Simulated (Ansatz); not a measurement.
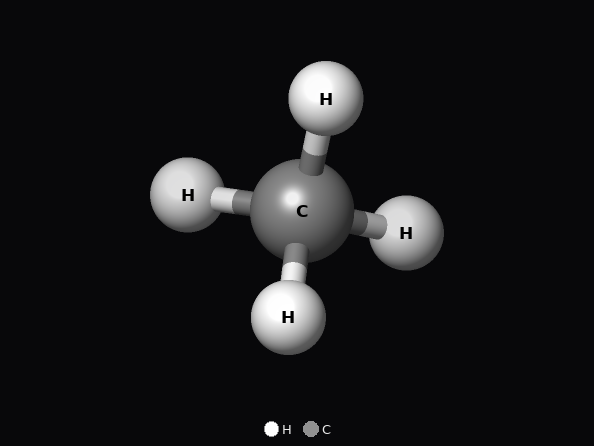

Ball-and-stick drawing of a structure.

Computed geometry: PBE0-D4/def2-TZVP optimisation.

Description:

The molecule is CH4. The point group is Td. Coordination: 1 C tetrahedral.

More results for the same structure follow; atom numbers are the same in all pictures, views and colours differ.

## Shape

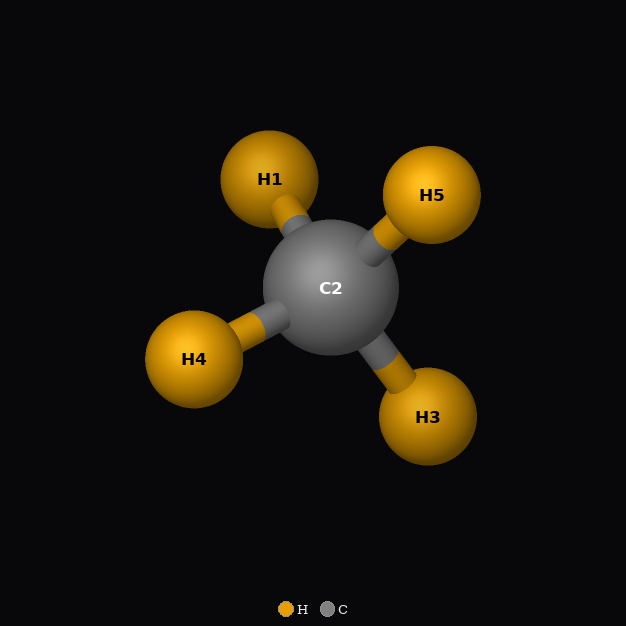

The atoms are numbered.

List the bonds and their lengths.

```
 bond  length (Å)
H1–C2       1.090
C2–H3       1.090
C2–H4       1.090
C2–H5       1.090
```

## Thermal motion

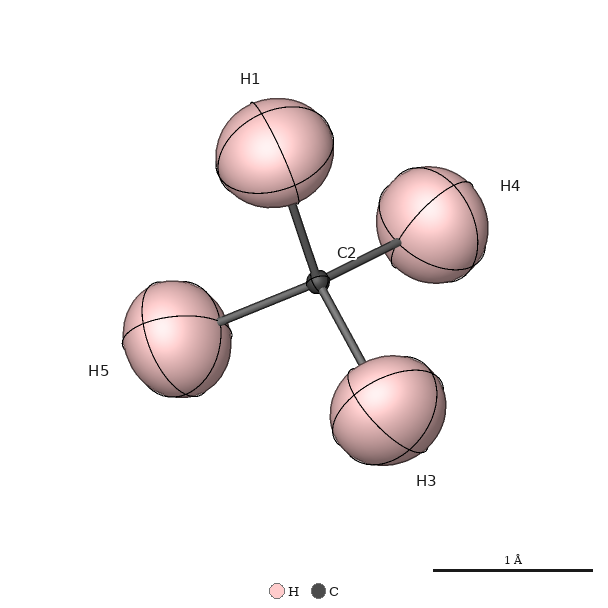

Displacement ellipsoids at the 50 % level, enlarged 3 times, from the internal vibrations of the free molecule (harmonic, no overall translation or rotation; no half-axis is drawn under 0.075 Å). Vibrations computed with RKS PBE0-D4/def2-TZVP (Ansatz 0.2.0). Temperature: 400 K.

Give the displacement parameters, one line for each set of equivalent atoms.

```
          atom  U_eq (Å²)   rms amplitudes (Å)
H1, H3, H4, H5     0.0062  0.071, 0.082, 0.082
            C2    0.00021  0.015, 0.015, 0.015
```

## Charges

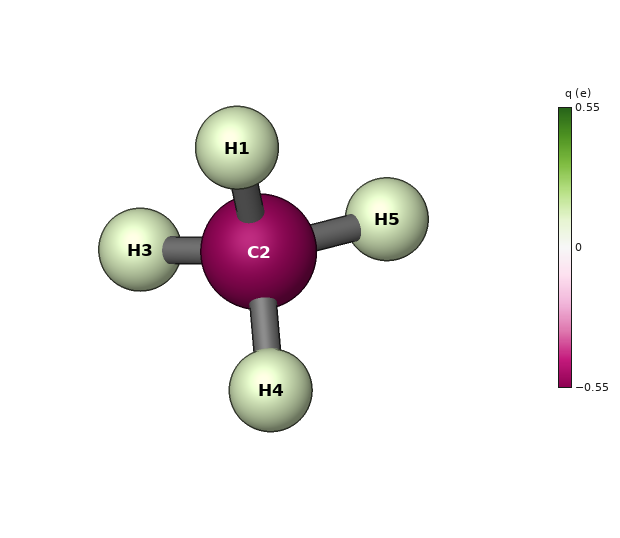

Atoms are coloured by their Mulliken charges. Level of theory: RKS PBE0-D4/def2-TZVP (Ansatz 0.2.0).

List the Mulliken charges.

```tsv
atom	value (e)
H1	0.13
C2	−0.53
H3	0.13
H4	0.13
H5	0.13
```

## Vibrations

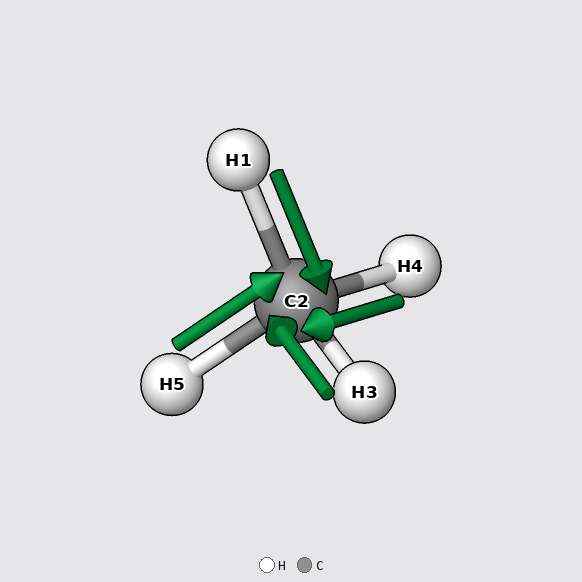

The arrows show one normal mode. Harmonic vibrations computed with RKS PBE0-D4/def2-TZVP (Ansatz 0.2.0) at a stationary point of the same level.

> Describe the motion.

Mostly in-phase stretching of 4 C–H bonds.

> Estimate its harmonic wavenumber.

3047 cm⁻¹; it is mode 6 of 9 counted from the lowest.

## Electronic properties

Method: RKS PBE0-D4/def2-TZVPP (Ansatz 0.2.0).

Computed properties:

- HOMO energy (Kohn–Sham orbital): −10.98 eV
- LUMO energy (Kohn–Sham orbital): 1.70 eV
- HOMO–LUMO gap: 12.68 eV

Mulliken values depend strongly on the basis set and can even reverse the polarity of a bond.
